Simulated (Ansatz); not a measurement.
**PH2O (doublet): correlated methods under varied settings at a displaced geometry (v1)**

What do other methods and options give for PH2O (doublet) at this geometry, and how long do they take?

Program: Ansatz 0.2.0, Gaussian basis. Level of theory: the settings change from run to run. These are calculated values, not measurements.

27 further runs of the same task are left out: 4 for a known fault of the program, 11 that didn't finish, 12 set aside as unsound or not needed.

## (1) What is computed

The geometry is a PBE0/def2-TZVP stationary point (not a proven minimum) with its atoms shifted at random (size 0.040 Å).

4 atoms, charge 0, spin multiplicity 2.

Atoms are counted from 1 here; the program's logs count them from 0.

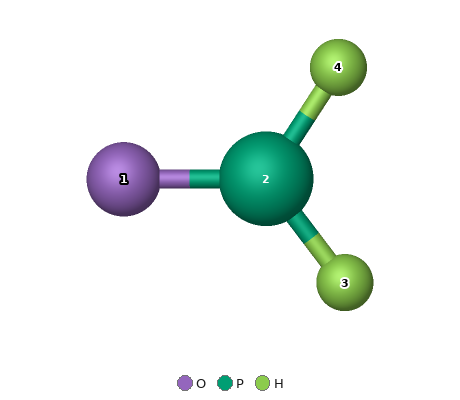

The geometry (oxygen purple, phosphorus teal, hydrogen green); atoms are numbered from 1 in the order of the file.

## (2) CCSDT(Q) on UHF/6-31G

The input, in.yaml:

```yaml
crystal:
  periodic: [false, false, false]
  atoms:
    - {symbol: O, position_ang: [0.000702, 0.009722, 1.042429]}
    - {symbol: P, position_ang: [-0.000131, -0.006420, -0.456927]}
    - {symbol: H, position_ang: [0.047833, -1.113963, -1.267693]}
    - {symbol: H, position_ang: [-0.054944, 1.156929, -1.237890]}
basis:
  gaussian: {orbitals: 6-31G}
magnetization: {spin_polarized: true, initial_magnetization: 1}
correlation: {method: ccsdt_q, electrons: outside_noble_gas}
```

The run is started by

```bash
$ ansatz run in.yaml --threads 1 --pin off --events-out ev --progress --plain --max-ram 2393MiB
```

Standard output (excerpt; [...] marks lines left out):

```text
Functional definition: HF
  name "HF"
  cite "Fock, Z. Phys. 61, 126 (1930) doi:10.1007/BF01340294"
  parent pbe
[...]
510 factors; integrals over basis functions are off by at most 3.8e-8 eV
[...]
mean field -11334.87612543 eV, -416.5490145547 hartree, gradient 2.9e-6 eV, S^2 0.764201; 2 other end points of the search recorded, 0 dependent functions left out
determinant -11334.87612543 eV, -416.5490145547 hartree, with singles and doubles -11340.28788645 eV, -416.7478931040 hartree
determinant -11332.25434565 eV, -416.4526659247 hartree, with singles and doubles -11336.64992396 eV, -416.6142004482 hartree
6 core orbitals not correlated: weight in the atoms' cores, before any rotation towards them, 1.000 or more for the frozen orbitals, at most 0.000 for the correlated occupied ones
reference -11334.87612543 eV, -416.5490145547 hartree; 7, 6 occupied and 13, 14 virtual orbitals, 510 factors
second order -4.98400787 eV of doubles, -0.00000000 eV of singles
cycle   1  -5.04535919 eV  change   -6.1e-2 eV  update   9.2e-2
[...]
cycle  16  -5.55249474 eV  change   -1.4e-6 eV  update   7.6e-7
perturbative correction -0.02737684 eV, -0.0010060802 hartree
Total energy: -11340.45599701 eV, -416.7540710529 hartree
```

Wall time 10 s (1 thread of Intel Xeon at 2.50GHz, shared host).

From the report: ⟨S²⟩ of the determinant 0.764 (pure doublet: 0.75); correlation -5.5799 eV; T1 0.027; largest double amplitude 0.06.

## (3) MP2 on ROHF/cc-pVDZ

Changes to in.yaml since step 2:

```diff
@@ -8,4 +8,5 @@
 basis:
-  gaussian: {orbitals: 6-31G}
-magnetization: {spin_polarized: true, initial_magnetization: 1}
-correlation: {method: ccsdt_q, electrons: outside_noble_gas}
+  gaussian: {orbitals: cc-pVDZ}
+magnetization: {spin_polarized: false, initial_magnetization: 1}
+correlation: {method: mp2, electrons: all}
+scf: {lower_state_search: light}
```

Launched as before.

Standard output:

```text
Functional definition: HF
  name "HF"
  cite "Fock, Z. Phys. 61, 126 (1930) doi:10.1007/BF01340294"
  parent pbe
  exchange = exact_x
  correlation = 0
404 factors; integrals over basis functions are off by at most 1.3e-3 eV
mean field evaluation 1: about -11335.4697 eV, gradient 3.6e1 eV
mean field evaluation 2: about -11335.5021 eV, gradient 3.6e1 eV
mean field evaluation 4: about -11338.4932 eV, gradient 3.0e0 eV
mean field evaluation 8: about -11338.5224 eV, gradient 2.0e-1 eV
mean field -11338.52296926 eV, -416.6830335934 hartree, gradient 2.6e-6 eV, S^2 0.750000; 0 other end points of the search recorded, 0 dependent functions left out
mean field evaluation 16: about -11335.6145 eV, gradient 2.6e1 eV
mean field evaluation 32: about -11330.1777 eV, gradient 9.7e0 eV
reference -11338.52296926 eV, -416.6830335934 hartree; 13, 12 occupied and 29, 30 virtual orbitals, 404 factors
second order -8.72711448 eV of doubles, -0.09880960 eV of singles
Total energy: -11347.34889334 eV, -417.0073803211 hartree
```

Run time: 2.4 s. Hardware: 1 thread of Intel Xeon at 2.50GHz, shared host.

## (4) CCSD(T) on UHF/cc-pVDZ

Changes to in.yaml since step 3:

```diff
@@ -9,4 +9,4 @@
   gaussian: {orbitals: cc-pVDZ}
-magnetization: {spin_polarized: false, initial_magnetization: 1}
-correlation: {method: mp2, electrons: all}
-scf: {lower_state_search: light}
+magnetization: {spin_polarized: true, initial_magnetization: 1}
+correlation: {method: ccsd_t, electrons: all}
+scf: {lower_state_search: off}
```

The command is unchanged.

Standard output (excerpt; [...] marks lines left out):

```text
Functional definition: HF
  name "HF"
  cite "Fock, Z. Phys. 61, 126 (1930) doi:10.1007/BF01340294"
  parent pbe
[...]
404 factors; integrals over basis functions are off by at most 1.3e-3 eV
[...]
mean field -11338.71612857 eV, -416.6901320672 hartree, gradient 2.7e-6 eV, S^2 0.773362; 0 other end points of the search recorded, 0 dependent functions left out
reference -11338.71612857 eV, -416.6901320672 hartree; 13, 12 occupied and 29, 30 virtual orbitals, 404 factors
second order -8.55403244 eV of doubles, -0.00000000 eV of singles
cycle   1  -8.67657618 eV  change   -1.2e-1 eV  update   9.1e-2
[...]
cycle  10  -9.06296090 eV  change    2.2e-5 eV  update   1.7e-5
perturbative correction -0.27044766 eV, -0.0099387683 hartree
Total energy: -11348.04953714 eV, -417.0331285055 hartree
Checks for a lower state left out: stability, starts, cluster_reference, orbital_swaps, neighbouring_geometries, increment
```

It took 7 s on 1 thread of Intel Xeon at 2.50GHz, shared host.

From the report: ⟨S²⟩ of the determinant 0.773 (pure doublet: 0.75); correlation -9.3334 eV; T1 0.013; largest double amplitude 0.04.

## (5) BCCD on UHF/6-31++G**

Changes to in.yaml since step 4:

```diff
@@ -8,5 +8,5 @@
 basis:
-  gaussian: {orbitals: cc-pVDZ}
+  gaussian: {orbitals: "6-31++G**"}
 magnetization: {spin_polarized: true, initial_magnetization: 1}
-correlation: {method: ccsd_t, electrons: all}
-scf: {lower_state_search: off}
+correlation: {method: bccd, electrons: outside_noble_gas}
+accuracy: high
```

Same command.

Standard output (excerpt; [...] marks lines left out):

```text
Functional definition: HF
  name "HF"
  cite "Fock, Z. Phys. 61, 126 (1930) doi:10.1007/BF01340294"
  parent pbe
[...]
1003 factors; integrals over basis functions are off by at most 4.1e-9 eV
[...]
mean field -11338.50293951 eV, -416.6822975138 hartree, gradient 1.3e-8 eV, S^2 0.772860; 1 other end points of the search recorded, 0 dependent functions left out
determinant -11338.50293951 eV, -416.6822975138 hartree, with singles and doubles -11347.14673315 eV, -416.9999510709 hartree
determinant -11335.19821605 eV, -416.5608511665 hartree, with singles and doubles -11343.03824621 eV, -416.8489669608 hartree
6 core orbitals not correlated: weight in the atoms' cores, before any rotation towards them, 1.000 or more for the frozen orbitals, at most 0.000 for the correlated occupied ones
reference -11338.50293951 eV, -416.6822975138 hartree; 7, 6 occupied and 41, 42 virtual orbitals, 1003 factors
second order -8.20237860 eV of doubles, -0.00000000 eV of singles
cycle   1  -8.59346930 eV  change   -1.4e-1 eV  update   2.3e-2
[...]
cycle  25  -8.60845418 eV  change   2.9e-10 eV  update  8.8e-10
Total energy: -11347.11139370 eV, -416.9986523700 hartree
```

Wall time 24 s (1 thread of Intel Xeon at 2.50GHz, shared host); peak memory 0.31 GiB.

From the report: ⟨S²⟩ of the determinant 0.773 (pure doublet: 0.75); correlation -8.6085 eV; largest double amplitude 0.02.

## (6) CASCI(5,6)/6-31G

Changes to in.yaml since step 5:

```diff
@@ -8,5 +8,5 @@
 basis:
-  gaussian: {orbitals: "6-31++G**"}
-magnetization: {spin_polarized: true, initial_magnetization: 1}
-correlation: {method: bccd, electrons: outside_noble_gas}
-accuracy: high
+  gaussian: {orbitals: 6-31G}
+magnetization: {spin_polarized: false, initial_magnetization: 1}
+correlation: {active_space: {window: {electrons: 5, orbitals: 6}, fixed_orbitals: true}}
+scf: {lower_state_search: light}
```

Launched as before.

Standard output:

```text
Functional definition: HF
  name "HF"
  cite "Fock, Z. Phys. 61, 126 (1930) doi:10.1007/BF01340294"
  parent pbe
  exchange = exact_x
  correlation = 0
279 factors; integrals over basis functions are off by at most 2.4e-4 eV
mean field evaluation 1: about -11331.2712 eV, gradient 3.6e1 eV
mean field evaluation 2: about -11331.2754 eV, gradient 3.7e1 eV
mean field evaluation 4: about -11334.6800 eV, gradient 1.7e0 eV
mean field evaluation 8: about -11334.7290 eV, gradient 3.5e-1 eV
mean field evaluation 16: about -11330.1218 eV, gradient 9.3e0 eV
mean field -11334.73356036 eV, -416.5437753848 hartree, gradient 5.6e-6 eV, S^2 0.750000; 1 other end points of the search recorded, 0 dependent functions left out
reference -11334.73356036 eV, -416.5437753848 hartree; 13, 12 occupied and 13, 14 virtual orbitals, 279 factors
state -11335.14788860 eV, -416.5590016669 hartree
Total energy: -11335.14788860 eV, -416.5590016669 hartree
```

Run time: 0.83 s. Hardware: 1 thread of Intel Xeon at 2.50GHz, shared host.

From the report: 300 determinants; active occupations 1.98, 1.98, 1.01, 0.02, 0.01, 0.00.

## (7) CISD/cc-pVDZ

Changes to in.yaml since step 6:

```diff
@@ -8,5 +8,6 @@
 basis:
-  gaussian: {orbitals: 6-31G}
+  gaussian: {orbitals: cc-pVDZ}
 magnetization: {spin_polarized: false, initial_magnetization: 1}
-correlation: {active_space: {window: {electrons: 5, orbitals: 6}, fixed_orbitals: true}}
+correlation: {active_space: {ras: {orbitals: [6, 1, 29], electrons: 13, max_holes: 2, max_particles: 2}, fixed_orbitals: true}}
 scf: {lower_state_search: light}
+output: {forces: true}
```

Same command.

Standard output (excerpt; [...] marks lines left out):

```text
Functional definition: HF
  name "HF"
  cite "Fock, Z. Phys. 61, 126 (1930) doi:10.1007/BF01340294"
  parent pbe
[...]
404 factors; integrals over basis functions are off by at most 1.3e-3 eV
[...]
mean field -11338.52296926 eV, -416.6830335934 hartree, gradient 2.6e-6 eV, S^2 0.750000; 0 other end points of the search recorded, 0 dependent functions left out
reference -11338.52296926 eV, -416.6830335934 hartree; 13, 12 occupied and 29, 30 virtual orbitals, 404 factors
state -11346.76989764 eV, -416.9861026215 hartree
[...]
Total energy: -11346.76989764 eV, -416.9861026215 hartree
Atom 0 at     0.000702     0.009722     1.042429 Å, force     0.001864    -0.128153     1.174870 eV/Å
Atom 1 at    -0.000131    -0.006420    -0.456927 Å, force    -0.023347     0.823318    -1.070945 eV/Å
Atom 2 at     0.047833    -1.113963    -1.267693 Å, force     0.022543    -0.624335    -0.207537 eV/Å
Atom 3 at    -0.054944     1.156929    -1.237890 Å, force    -0.001060    -0.070830     0.103613 eV/Å
Dipole moment:    -0.000693    -0.015734    -0.699741 e Å
```

Wall time 15 s (1 thread of Intel Xeon at 2.50GHz, shared host).

From the report: 79,206 determinants.

## (8) CCSD on UHF/cc-pVDZ

The input, in.yaml:

```yaml
crystal:
  periodic: [false, false, false]
  atoms:
    - {symbol: O, position_ang: [0.000702, 0.009722, 1.042429]}
    - {symbol: P, position_ang: [-0.000131, -0.006420, -0.456927]}
    - {symbol: H, position_ang: [0.047833, -1.113963, -1.267693]}
    - {symbol: H, position_ang: [-0.054944, 1.156929, -1.237890]}
basis:
  gaussian: {orbitals: cc-pVDZ}
magnetization: {spin_polarized: true, initial_magnetization: 1}
correlation: {method: ccsd, electrons: all}
output: {forces: true}
```

Launched as before.

Standard output (excerpt; [...] marks lines left out):

```text
Functional definition: HF
  name "HF"
  cite "Fock, Z. Phys. 61, 126 (1930) doi:10.1007/BF01340294"
  parent pbe
[...]
404 factors; integrals over basis functions are off by at most 1.3e-3 eV
[...]
mean field -11338.71612857 eV, -416.6901320672 hartree, gradient 2.7e-6 eV, S^2 0.773362; 2 other end points of the search recorded, 0 dependent functions left out
determinant -11338.71612857 eV, -416.6901320672 hartree, with singles and doubles -11347.77881342 eV, -417.0231795924 hartree
determinant -11335.41632460 eV, -416.5688665080 hartree, with singles and doubles -11343.79464588 eV, -416.8767641359 hartree
reference -11338.71612857 eV, -416.6901320672 hartree; 13, 12 occupied and 29, 30 virtual orbitals, 404 factors
second order -8.55403244 eV of doubles, -0.00000000 eV of singles
cycle   1  -9.06290917 eV  change   -2.2e-4 eV  update   6.7e-4
[...]
cycle   8  -9.06296890 eV  change    5.4e-6 eV  update   1.1e-6
[...]
Total energy: -11347.77909747 eV, -417.0231900310 hartree
Atom 0 at     0.000702     0.009722     1.042429 Å, force     0.002113    -0.120592     1.642208 eV/Å
Atom 1 at    -0.000131    -0.006420    -0.456927 Å, force    -0.022997     0.807624    -1.381177 eV/Å
Atom 2 at     0.047833    -1.113963    -1.267693 Å, force     0.026029    -0.703821    -0.287937 eV/Å
Atom 3 at    -0.054944     1.156929    -1.237890 Å, force    -0.005145     0.016788     0.026907 eV/Å
Dipole moment:    -0.000664    -0.015255    -0.670020 e Å
```

Run time: 19 s. Hardware: 1 thread of Intel Xeon at 2.50GHz, shared host.

From the report: ⟨S²⟩ of the determinant 0.773 (pure doublet: 0.75); correlation -9.0630 eV; T1 0.013; largest double amplitude 0.04.

## (9) CCSD(T) on UHF/6-31G

Changes to in.yaml since step 8:

```diff
@@ -8,5 +8,5 @@
 basis:
-  gaussian: {orbitals: cc-pVDZ}
+  gaussian: {orbitals: 6-31G}
 magnetization: {spin_polarized: true, initial_magnetization: 1}
-correlation: {method: ccsd, electrons: all}
+correlation: {method: ccsd_t, electrons: valence}
 output: {forces: true}
```

The command is unchanged.

Standard output (excerpt; [...] marks lines left out):

```text
Functional definition: HF
  name "HF"
  cite "Fock, Z. Phys. 61, 126 (1930) doi:10.1007/BF01340294"
  parent pbe
[...]
279 factors; integrals over basis functions are off by at most 2.4e-4 eV
[...]
mean field -11334.87584512 eV, -416.5490042533 hartree, gradient 2.9e-6 eV, S^2 0.764201; 2 other end points of the search recorded, 0 dependent functions left out
determinant -11334.87584512 eV, -416.5490042533 hartree, with singles and doubles -11340.28757100 eV, -416.7478815111 hartree
determinant -11332.25407628 eV, -416.4526560254 hartree, with singles and doubles -11336.64961729 eV, -416.6141891782 hartree
6 core orbitals not correlated: weight in the atoms' cores, before any rotation towards them, 1.000 or more for the frozen orbitals, at most 0.000 for the correlated occupied ones
reference -11334.87584512 eV, -416.5490042533 hartree; 7, 6 occupied and 13, 14 virtual orbitals, 279 factors
second order -4.98393867 eV of doubles, -0.00000000 eV of singles
cycle   1  -5.41161132 eV  change    1.1e-4 eV  update   8.4e-4
[...]
cycle   8  -5.41164401 eV  change    1.6e-6 eV  update   9.0e-7
perturbative correction -0.12269533 eV, -0.0045089702 hartree
[...]
Total energy: -11340.41018445 eV, -416.7523874726 hartree
Atom 0 at     0.000702     0.009722     1.042429 Å, force     0.006337    -0.046604     7.837788 eV/Å
Atom 1 at    -0.000131    -0.006420    -0.456927 Å, force    -0.025739     0.687555    -7.028086 eV/Å
Atom 2 at     0.047833    -1.113963    -1.267693 Å, force     0.048475    -1.191909    -0.564384 eV/Å
Atom 3 at    -0.054944     1.156929    -1.237890 Å, force    -0.029073     0.550958    -0.245319 eV/Å
Dipole moment:    -0.000895    -0.018720    -0.813963 e Å
```

Wall time 4.3 s (1 thread of Intel Xeon at 2.50GHz, shared host).

From the report: ⟨S²⟩ of the determinant 0.764 (pure doublet: 0.75); correlation -5.5343 eV; T1 0.026; largest double amplitude 0.05.

## (10) FCI/STO-3G

Changes to in.yaml since step 9:

```diff
@@ -8,5 +8,4 @@
 basis:
-  gaussian: {orbitals: 6-31G}
-magnetization: {spin_polarized: true, initial_magnetization: 1}
-correlation: {method: ccsd_t, electrons: valence}
-output: {forces: true}
+  gaussian: {orbitals: STO-3G}
+magnetization: {spin_polarized: false, initial_magnetization: 1}
+correlation: {method: fci, electrons: outside_noble_gas}
```

Launched as before.

Standard output:

```text
Functional definition: HF
  name "HF"
  cite "Fock, Z. Phys. 61, 126 (1930) doi:10.1007/BF01340294"
  parent pbe
  exchange = exact_x
  correlation = 0
267 factors; integrals over basis functions are off by at most 3.1e-8 eV
mean field evaluation 1: about -11200.2711 eV, gradient 2.8e1 eV
mean field evaluation 2: about -11200.3033 eV, gradient 2.8e1 eV
mean field evaluation 4: about -11204.7194 eV, gradient 4.2e0 eV
mean field evaluation 8: about -11204.9935 eV, gradient 4.4e-2 eV
mean field evaluation 16: about -11202.3815 eV, gradient 5.0e0 eV
mean field -11204.99068797 eV, -411.7758127673 hartree, gradient 1.8e-6 eV, S^2 0.750000; 1 other end points of the search recorded, 0 dependent functions left out
mean field evaluation 32: about -11204.9704 eV, gradient 1.0e0 eV
6 core orbitals not correlated: weight in the atoms' cores, before any rotation towards them, 1.000 or more for the frozen orbitals, at most 0.000 for the correlated occupied ones
reference -11204.99068797 eV, -411.7758127673 hartree; 7, 6 occupied and 3, 4 virtual orbitals, 267 factors
state -11207.58102608 eV, -411.8710059370 hartree
Total energy: -11207.58102608 eV, -411.8710059370 hartree
```

Run time: 1.6 s. Hardware: 1 thread of Intel Xeon at 2.50GHz, shared host.

From the report: 25,200 determinants, symmetry A.

## (11) All runs side by side

Where basis and cores are those of an earlier UCCSDT(Q)/cc-pVDZ run (-11347.8399 eV), and the state is the same kind, the miss against it is given.

| level | correlated | functions | energy (eV) | from UCCSDT(Q) (meV) | time |
| --- | --- | --- | --- | --- | --- |
| CCSDT(Q) on UHF/6-31G | outside noble gas | 26 | -11340.4560 |  | 10 s |
| MP2 on ROHF/cc-pVDZ | all | 42 | -11347.3489 |  | 2.4 s |
| CCSD(T) on UHF/cc-pVDZ | all | 42 | -11348.0495 |  | 7 s |
| BCCD on UHF/6-31++G** | outside noble gas | 54 | -11347.1114 |  | 24 s |
| CASCI(5,6)/6-31G |  | 26 | -11335.1479 |  | 0.83 s |
| CISD/cc-pVDZ | outside noble gas | 42 | -11346.7699 | 1070.0 | 15 s |
| CCSD on UHF/cc-pVDZ | all | 42 | -11347.7791 |  | 19 s |
| CCSD(T) on UHF/6-31G | valence | 26 | -11340.4102 |  | 4.3 s |
| FCI/STO-3G | outside noble gas | 16 | -11207.5810 |  | 1.6 s |

## (12) Outcome

```
quantity                        value
    runs                            9
quickest     CASCI(5,6)/6-31G, 0.83 s
 slowest  BCCD on UHF/6-31++G**, 24 s
```

In words: Total energies in different bases, with other cores or another treatment of relativity can't be set against each other. BCCD on UHF/6-31++G** took 29 times as long as CASCI(5,6)/6-31G; the jobs differ in more than the method.
